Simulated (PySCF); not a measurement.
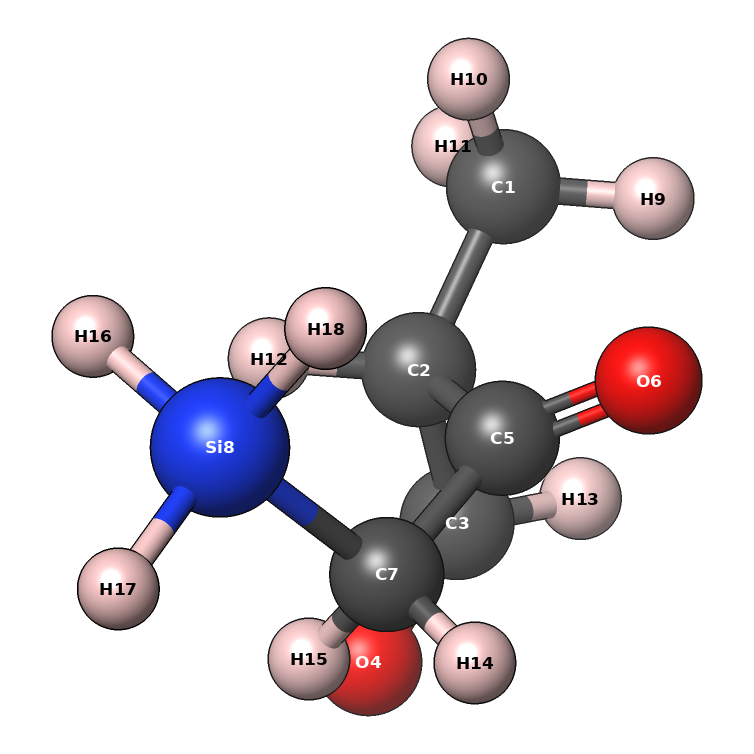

The geometry was computed by an optimisation with GFN2-xTB. No frequency run is at hand to confirm it as a minimum. Electric field gradients from the ground-state density, PBE0/pcSseg-1 (PySCF 2.14.0), non-relativistic apart from any core potentials.

Give the largest field-gradient component, the quadrupole coupling constant and the asymmetry for 17O at O4 (Q = −25.6 mb), 17O at O6 (Q = −25.6 mb), 2H at H9 (Q = 2.86 mb), 2H at H10 (Q = 2.86 mb), 2H at H11 (Q = 2.86 mb), 2H at H12 (Q = 2.86 mb).

```csv
atom,V_zz (a.u.),e²qQ/h (MHz),η
O4,−2.004,12.06,0.57
O6,−1.885,11.34,0.45
H9,0.311,0.209,0.04
H10,0.315,0.212,0.04
H11,0.314,0.211,0.03
H12,0.296,0.199,0.02
```

The geometry is semi-empirical. Around Si such bond lengths and angles can be off by a tenth of an ångström or more and by several degrees, and values that hang on the shape move with them.
